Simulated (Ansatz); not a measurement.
**A failed many-body run on CdS (Greenockite)**

What is wrong with this input for CdS (Greenockite)?

Calculated with Ansatz 0.2.0; G0W0 on PBE, plane waves, PAW.

## (1) Starting point

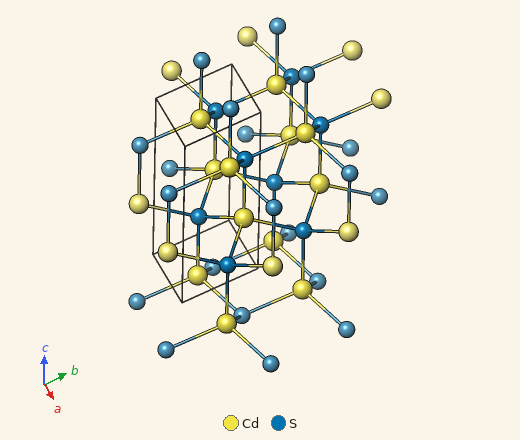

The starting structure, seen slightly off an axis (cadmium yellow, sulfur blue). 2×2×1 cells are drawn. Some periodic images of atoms are drawn too.

The cell and positions come from the Crystallography Open Database and are kept as given unless a step says otherwise. The default PAW set here is soft_2. Its files were made with PBE.

## (2) First try

Input file input.yaml:

```yaml
crystal:
  lattice:
    - [4.137, 0.0, 0.0]
    - [-2.0685, 3.5827470955, 0.0]
    - [0.0, 0.0, 6.7144]
  atoms:
    - { symbol: Cd, position: [0.6666666667, 0.3333333333, 0.0] }
    - { symbol: Cd, position: [0.3333333333, 0.6666666667, 0.5] }
    - { symbol: S, position: [0.6666666667, 0.3333333333, 0.375] }
    - { symbol: S, position: [0.3333333333, 0.6666666667, 0.875] }
kpoints:
  mp_grid: { grid: [2, 2, 2] }
hamiltonian:
  xc: pbe
scf:
  occupations: { method: fixed }
gw:
  n_empty_bands: 161
  ecut_chi: 80
  qp_bands: [v2, c2]
  qp_kpoints: band_edges
  screening: { model: contour_deformation }
```

On the command line:

```bash
$ ansatz run input.yaml --threads 3 --pin off --max-ram 92160MiB --backend cuda --events-out ev --progress --plain --runs-dir out --devices 1 --max-vram 13GiB
```

Numbers of over 12 decimals in the logs are rounded to 6 here.

The program printed:

```text
GPUs: using 1 of 1 available (devices: 1).
Engine: ansatz 0.2.0, x86_64-unknown-linux-gnu
Pseudopotentials: kind: paw
Pseudopotential: Cd, paw, valence charge 20, recommended cutoff 420 eV (normal), Cd.paw.azcp
Pseudopotential: S, paw, valence charge 6, recommended cutoff 420 eV (normal), S.paw.azcp
Functional definition: PBE
  parameter kappa = 0.804
  parameter beta = 0.066725
  exchange = pbe_x(kappa = kappa, mu = beta*pi^2/3)
  correlation = pbe_c(beta = beta)
concurrent solve slots: 2 of 3 are kept, ahead of what memory takes: no pass of the eigensolver takes more rounds on 2
device memory: the entry about to start is reckoned to put 0.9 GiB on a device that reports 42.0 GiB free (of which the cap on the GPU budget leaves the run 13.0 GiB)
GPU FFT provider: cuFFT
GPU libraries: cuBLAS 13.8.2, cuFFT 12.4.0, cuSOLVER 12.3.4
Crystal: 4 atoms, lattice volume = 99.520 Å³
Basis set: ecut = 420 eV, 1943 PW (Γ)
Bands: 32, of which v1, the nominal top of the filled ones, is band 26 counted from 1 (25 counted from 0)
Symmetry: 12 space group operations
Space group: P63mc (ITA 186), of the structure as read, at distance tolerance 4.6e-5 Å
k-points: 4 of 8
Non-local potential: Cd, projectors of the file, l = 0: 3, l = 1: 2, l = 2: 2, l = 3: 1
Non-local potential: S, projectors of the file, l = 0: 2, l = 1: 2, l = 2: 2
PAW form: soft (Blöchl's): semilocal exchange-correlation on the pseudo side does not see the compensation charge
PAW one-centre angular grid: Cd, 590 points (default); XC on 64 Gauss nodes
PAW one-centre angular grid: S, 110 points (default); XC on 64 Gauss nodes
Initial density: superposition of atomic densities (neutral atoms: chi_scale 0, normalization atom), corrected by the library's trained network
Initial wavefunctions: pseudopotential atomic-orbital guess
GPU buffer pool allocated for 40500 grid points (all kernels)
GPU transforms: local potential and band sums: pruned to the plane-wave sphere, on 25×27×45
Functional: x = pbe(κ = 0.804, μ = 0.219515), c = pbe(β = 0.066725)
SCF iter   1: F=—  HF=-18314.726113 eV  |F-HF|=—  |Δ(HF+E_count)|=         —  Δρ=6.76e-3  dr2=6.73e-2  ethr=1.77e-3  ⟨swp⟩=4.8  Hψ=433  notcnv=0  defer=15
preconditioner: auto → Resta (q_TF=auto, 2.449 Å⁻¹)  ε∞=4.7  [insulator: Δε(μ)=1.213 eV  Ē_g=11.602 eV  n_scr=22 (ndim 8)  ℏωp=22.3 eV  f_vac=0.127  ε∞_Penn≈4.7]
SCF iter   2: F=—  HF=-18314.711444 eV  |F-HF|=—  |Δ(HF+E_count)|=   1.47e-2  Δρ=3.21e-3  dr2=1.34e-2  ethr=1.29e-4  ⟨swp⟩=2.0  Hψ=177  notcnv=0  defer=16
SCF iter   3: F=—  HF=-18314.710301 eV  |F-HF|=—  |Δ(HF+E_count)|=   1.14e-3  Δρ=8.40e-4  dr2=8.97e-4  ethr=2.57e-5  ⟨swp⟩=2.0  Hψ=189  notcnv=0  defer=16
SCF iter   4: F=—  HF=-18314.711036 eV  |F-HF|=—  |Δ(HF+E_count)|=   7.35e-4  Δρ=2.28e-4  dr2=7.92e-5  ethr=1.73e-6  ⟨swp⟩=2.0  Hψ=178  notcnv=0  defer=16
SCF iter   5: F=—  HF=-18314.711139 eV  |F-HF|=—  |Δ(HF+E_count)|=   1.03e-4  Δρ=1.24e-4  dr2=1.20e-5  ethr=1.52e-7  ⟨swp⟩=2.0  Hψ=198  notcnv=0  defer=8
SCF iter   6: F=—  HF=-18314.711152 eV  |F-HF|=—  |Δ(HF+E_count)|=   1.26e-5  Δρ=3.32e-5  dr2=1.30e-6  ethr=2.32e-8  ⟨swp⟩=2.0  Hψ=211  notcnv=0  defer=14
SCF iter   7: F=—  HF=-18314.711153 eV  |F-HF|=—  |Δ(HF+E_count)|=   1.45e-6  Δρ=8.65e-6  dr2=1.13e-7  ethr=2.50e-9  ⟨swp⟩=2.0  Hψ=190  notcnv=0  defer=14
SCF iter   8: F=-18314.711153 eV  HF=-18314.711153 eV  |F-HF|=9.71e-9  |Δ(HF+E_count)|=   2.53e-7  Δρ=1.80e-6  dr2=4.16e-9  ethr=1.92e-10  ⟨swp⟩=7.8  Hψ=473  notcnv=0
SCF 1 converged in 8 iterations: F = -18314.711153 eV  dr2 = 4.16e-9
[...]
concurrent solve slots: 2 of 3 are kept, ahead of what memory takes: no pass of the eigensolver takes more rounds on 2
device memory: the entry about to start is reckoned to put 1.2 GiB on a device that reports 39.0 GiB free (of which the cap on the GPU budget leaves the run 13.0 GiB)
NSCF: frozen V_eff on 4 k-points
[...]
concurrent solve slots: 2 of 3 are kept, ahead of what memory takes: no pass of the eigensolver takes more rounds on 2
device memory: the entry about to start is reckoned to put 2.6 GiB on a device that reports 39.0 GiB free (of which the cap on the GPU budget leaves the run 13.0 GiB)
NSCF: frozen V_eff on 4 k-points
G₀W₀ screening: q 1/4
[... further progress lines ...]
device memory: the entry about to start is reckoned to put 0.4 GiB on a device that reports 39.6 GiB free (of which the cap on the GPU budget leaves the run 13.0 GiB)
NSCF: frozen V_eff on 1 k-points
device memory: the entry about to start is reckoned to put 0.4 GiB on a device that reports 39.6 GiB free (of which the cap on the GPU budget leaves the run 13.0 GiB)
NSCF: frozen V_eff on 1 k-points
SCF converged after 8 iterations
Free energy (F): -18314.711153 eV
Harris-Foulkes:  -18314.711153 eV  (|F-HF|=9.71e-9)
Internal energy: -18314.711153 eV  (E = F + TS)
E sigma→0 (E₀):  -18314.711153 eV
Fermi energy:    7.030870 eV
--- Per-component energies (eV) ---
  E_band       = -1012.633263
  E_kinetic    = 1226.867298
  E_local      = -8045.792492  (includes V_loc(G=0)·N_el)
  E_nonlocal   = 124.249401
  E_hartree    = 3696.050819
  E_xc         = -548.488512
  E_vxc        = -619.125783  (∫ρ·V_xc dr)
  E_paw        = -9367.901914  (= ΣΔE_a)
  E_vpaw       = -1090.934231  (= ΣTr[D̂ρ^β])
  E_aug_tail   = 0.000032  (compensation charges beyond the density's cutoff)
  E_ewald      = -5399.695785
  E_smearing   = -0.000000  (= −TS)
  E_closure    = 0.000000  (closes the sum)
  Σ components = -18314.711153   (vs F -18314.711153, Δ=0.00e0)
--- Band table (eV) ---
  k-point 0: bands = [... 22 lower, 6.2498, 6.9599, 7.0309, 7.0309, 8.1657, 9.7173, 13.3722, 13.3722, ... 2 higher]
  k-point 1: bands = [... 22 lower, 6.6257, 6.6257, 6.6257, 6.6257, 9.8056, 9.8056, 13.1307, 13.1307, ... 2 higher]
  k-point 2: bands = [... 22 lower, 4.3197, 5.1267, 5.6812, 6.2801, 10.6812, 10.8135, 12.0432, 13.3930, ... 2 higher]
  k-point 3: bands = [... 22 lower, 5.6644, 5.6644, 5.6691, 5.6691, 10.4196, 10.4196, 12.3208, 12.3208, ... 2 higher]
--- G₀W₀: contour deformation, 7 samples at zero and on the imaginary axis and 1 off it, 8 q-points, 161 empty bands' worth ---
  eigenvalues of the whole cell's RPA ε∞ on this k-mesh (on a slab, of 1 + 4πα/V) = 21.8349, 26.7099, 26.7099; static W/v taken at q = 0 is 0.037582
  bands read: the sum over 187 bands ends inside a degenerate multiplet in 3 slots, whose members it reads at an even weight; the widest, k=1: bands 187 to 190 (counted from 1) at 1/4 each
  gw.qp_kpoints: band_edges: 4 of 4 stored k-points solved, in 1 pass; an edge of the gap read off the rows below is read off those points alone
    ik  band        ε_KS         Σx   Σc(E_QP)       V_xc       Z   E_QP_lin       E_QP  E_QP is
     0    25      7.0309   -21.4666     3.1004   -17.9938  0.7254     6.6529     6.6585  root
     0    26      7.0309   -21.4666     3.1004   -17.9938  0.7254     6.6529     6.6585  root
     0    27      8.1657    -8.1847    -4.1111   -12.4728  0.7606     8.3437     8.3427  root
     0    28      9.7173    -7.5581    -4.5307   -12.3991  0.7536    10.0314    10.0277  root
     1    25      6.6257   -20.8798     3.1893   -17.2760  0.7216     6.2038     6.2112  root
     1    26      6.6257   -20.8798     3.1893   -17.2760  0.7216     6.2038     6.2112  root
     1    27      9.8056    -8.0667    -4.4647   -12.8249  0.7465    10.1026    10.0991  root
     1    28      9.8056    -8.0667    -4.4647   -12.8249  0.7465    10.1026    10.0991  root
     2    25      5.6812   -18.8563     2.7985   -15.6405  0.7247     5.2563     5.2639  root
     2    26      6.2801   -20.1552     3.0971   -16.6225  0.7225     5.8362     5.8445  root
     2    27     10.6812    -8.3519    -4.3678   -13.0443  0.7494    11.0101    11.0058  root
     2    28     10.8135    -7.2885    -4.3785   -11.8985  0.7552    11.0471    11.0450  root
     3    25      5.6691   -19.3498     3.2381   -15.6209  0.7150     5.1667     5.1783  root
     3    26      5.6691   -19.3498     3.2381   -15.6209  0.7150     5.1667     5.1783  root
     3    27     10.4196    -7.4143    -4.1888   -11.7742  0.7599    10.5917    10.5906  root
     3    28     10.4196    -7.4143    -4.1888   -11.7742  0.7599    10.5917    10.5906  root
```

Elapsed: 9.4 s, on 1 × NVIDIA H100 80GB HBM3 (shared by 6 runs) with 3 threads of AMD EPYC 7R13 (Zen 3), shared host; peak memory 1.1 GiB.

In the SCF lines HF is the Harris–Foulkes energy and dr2 the Hartree energy of the density residual, in eV; the loop may stop once dr2 is under the threshold and the program's other checks hold. Hψ counts applications of the Hamiltonian.

Q: What is the fault?

The run ended normally, though the input holds a fault or crude settings.

The fault: G0W0 on a mesh far too coarse. So few points can't sample the density or the screening, and the band edges may lie elsewhere in the zone.

It printed a gap of 1.68 eV, which is an artefact of the settings.

## (3) A better input

Now the one-shot GW correction: screening in the RPA, then the self-energy of the levels asked for.

Edit input.yaml of step 2 so:

```diff
@@ -11,3 +11,3 @@
 kpoints:
-  mp_grid: { grid: [2, 2, 2] }
+  mp_grid: { grid: [6, 6, 2] }
 hamiltonian:
@@ -17,4 +17,4 @@
 gw:
-  n_empty_bands: 161
-  ecut_chi: 80
+  n_empty_bands: 297
+  ecut_chi: 120
   qp_bands: [v2, c2]
```

The program printed:

```text
GPUs: using 1 of 1 available (devices: 1).
[...]
GPU FFT provider: cuFFT
GPU libraries: cuBLAS 13.8.2, cuFFT 12.4.0, cuSOLVER 12.3.4
Crystal: 4 atoms, lattice volume = 99.520 Å³
Basis set: ecut = 420 eV, 1943 PW (Γ)
Bands: 32, of which v1, the nominal top of the filled ones, is band 26 counted from 1 (25 counted from 0)
[... 1 set-up line as in the run before ...]
[...]
k-points: 14 of 72
[...]
GPU buffer pool allocated for 40500 grid points (all kernels)
[...]
SCF iter   1: F=—  HF=-18315.619712 eV  |F-HF|=—  |Δ(HF+E_count)|=         —  Δρ=6.08e-4  dr2=4.38e-4  ethr=1.77e-3  ⟨swp⟩=4.0  Hψ=1522  notcnv=0  defer=54
[...]
SCF iter   6: F=-18315.621335 eV  HF=-18315.621335 eV  |F-HF|=7.94e-9  |Δ(HF+E_count)|=   1.67e-7  Δρ=2.03e-6  dr2=5.39e-9  ethr=1.76e-10  ⟨swp⟩=7.3  Hψ=2045  notcnv=0
SCF 1 converged in 6 iterations: F = -18315.621335 eV  dr2 = 5.39e-9
[...]
0    25      6.8662   -20.8228     2.1516   -18.0644  0.7448     6.2450     6.2594  root
     0    26      6.8662   -20.8228     2.1516   -18.0644  0.7448     6.2450     6.2594  root
     0    27      8.0854    -8.7159    -3.5841   -12.4553  0.7856     8.2413     8.2407  root
     0    28      9.6690    -8.1983    -3.9449   -12.4422  0.7827     9.9707     9.9680  root
     1    25      6.4678   -20.2923     2.2861   -17.3517  0.7422     5.7954     5.8134  root
     1    26      6.4678   -20.2923     2.2861   -17.3517  0.7422     5.7954     5.8134  root
     1    27      9.7287    -8.7118    -3.8741   -12.8607  0.7767    10.0058    10.0036  root
     1    28      9.7287    -8.7118    -3.8741   -12.8607  0.7767    10.0058    10.0036  root
[...]
13    25      5.7464   -19.2572     2.5109   -16.0294  0.7343     5.0049     5.0296  root
    13    26      5.7464   -19.2572     2.5109   -16.0294  0.7343     5.0049     5.0296  root
    13    27     11.2761    -8.3301    -4.2943   -13.0227  0.7699    11.6803    11.6744  root
    13    28     11.2761    -8.3301    -4.2943   -13.0227  0.7699    11.6803    11.6744  root
[key lines of the parts left out:]
SCF converged after 6 iterations
Free energy (F): -18315.621335 eV
Fermi energy:    6.866229 eV
```

Elapsed: 23 s, on 1 × NVIDIA H100 80GB HBM3 (shared by 6 runs) with 3 threads; peak memory 1.4 GiB; 20 s of CPU time.

Numbers from this step:

```yaml
bands_summed: 323
rpa_eps_infinity_on_this_mesh_eigenvalues: 6.981, 6.981, 7.139
plane_waves_in_the_screening_matrix: 311
q_points_in_the_mesh: 72
g0w0_gap_on_the_mesh: 1.981 eV
k_of_the_valence_top: 0, 0, 0
k_of_the_conduction_bottom: 0, 0, 0
starting_gap_on_the_mesh: 1.219 eV
z_at_the_valence_top: 0.7448
z_at_the_conduction_bottom: 0.7856
least_direct_g0w0_gap_on_the_computed_points: 1.981 eV
```

The gap on the mesh goes from 1.22 eV to 1.98 eV, a correction of +0.76 eV. Between the two edge states, bare exchange in place of the xc potential would open the gap by 6.50 eV, and correlation takes back 5.74 eV.

## (4) Summary of results

```json
{
  "first try": "converged after 9.4 s",
  "better run": "G0W0 gap on the mesh 1.98 eV (6×6×2 mesh, 297 empty bands, screening to 120 eV)"
}
```

The second run differs in: mesh, empty bands and screening cutoff (eV). Bands and cutoff are finite, so the gap is not at the basis limit. The miss can reach some tenths of an eV and take either sign; the mesh is an error of its own. The 6×6×2 mesh is coarse for this cell (its supercell is 13 Å along the shortest edge). The RPA ε∞ on it, from the PBE start, is 6.98 and 7.14; such meshes misread the long-range screening, most where the gap is narrow. The many-body steps are scalar-relativistic: spin-orbit coupling is not in them.

[Paths, hosts, dates, memory and timing lines, banners, echoed tables and standing remarks are left out of the program output.]

[Logs are printed without paths, hosts, clocks, repeated set-up lines and the standing remarks that a program may print on its own settings, such as how far it seeks lower states.]

[Runs of the session that timed out or met a known fault of the program may be left out.]

[Cells called generated may have been cut or substituted from an entry of the Crystallography Open Database or the Materials Project.]

[Hosts, paths, dates, database ids (printed as entryN), source tags and the programs' standing remarks are cut or masked in the printed files.]
